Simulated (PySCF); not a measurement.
C$_{5}$H$_{5}$FNO$_{3}$ (SMILES O=COC[n+]1ccoc1F) (charge +1)

```yaml
atoms:
  - { symbol: O, position_ang: [1.2664, 0.0352, 1.7891] }
  - { symbol: C, position_ang: [2.0269, 0.4841, 0.9910] }
  - { symbol: O, position_ang: [1.9480, 0.2268, -0.3332] }
  - { symbol: C, position_ang: [1.0149, -0.7381, -0.7257] }
  - { symbol: N, position_ang: [-0.3463, -0.3172, -0.3863] }
  - { symbol: C, position_ang: [-1.0027, 0.8073, -0.8517] }
  - { symbol: C, position_ang: [-2.1816, 0.8590, -0.1917] }
  - { symbol: O, position_ang: [-2.2499, -0.1973, 0.6565] }
  - { symbol: C, position_ang: [-1.1482, -0.8550, 0.5231] }
  - { symbol: F, position_ang: [-0.9095, -1.9298, 1.1775] }
  - { symbol: H, position_ang: [2.8587, 1.1705, 1.1781] }
  - { symbol: H, position_ang: [1.1051, -0.8377, -1.8118] }
  - { symbol: H, position_ang: [1.2007, -1.6974, -0.2233] }
  - { symbol: H, position_ang: [-0.5749, 1.4566, -1.5912] }
  - { symbol: H, position_ang: [-3.0120, 1.5410, -0.2224] }
```

Geometry: GFN2-xTB.

All numbers below come from PBE0/pcSseg-1, SCF density, gas phase, non-relativistic (PySCF).

### What will maps of the electron density and electron localisation function show?

C–F (1.28 Å): ρ at the midpoint is about 2.7 e/Å³; the ELF peaks at about 0.85 between the atoms, as expected for a shared but strongly polarised pair.
C–N (1.33 Å): ρ is about 2.5 e/Å³ halfway; the ELF peaks at about 0.90 between the atoms (a covalent bond).
C–C (1.35 Å): ρ at the midpoint is about 2.3 e/Å³; the ELF peaks at about 0.95 between the atoms, as expected for localised, covalent bonding.
C–H (1.07 Å): ρ at the midpoint is about 2.1 e/Å³; the ELF climbs to about 1 towards the hydrogen, as it does in any bond to H (an ordinary covalent bond to hydrogen).

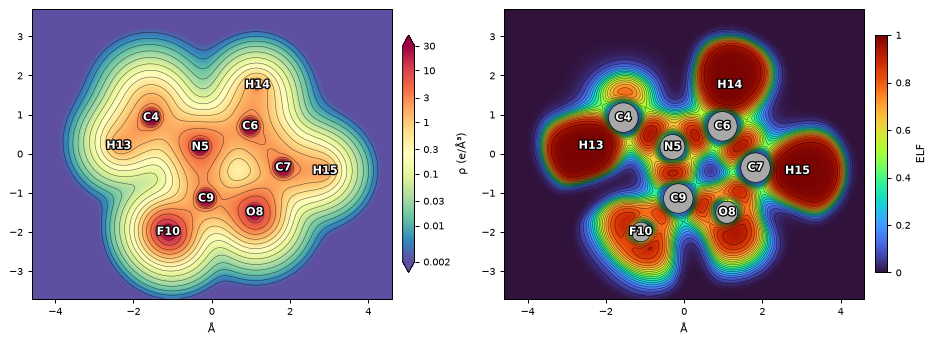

Computed electron density and electron localisation function on the plane of atoms C7, O8 and C9, in this order. Grey discs cover the atomic cores in the ELF map. 
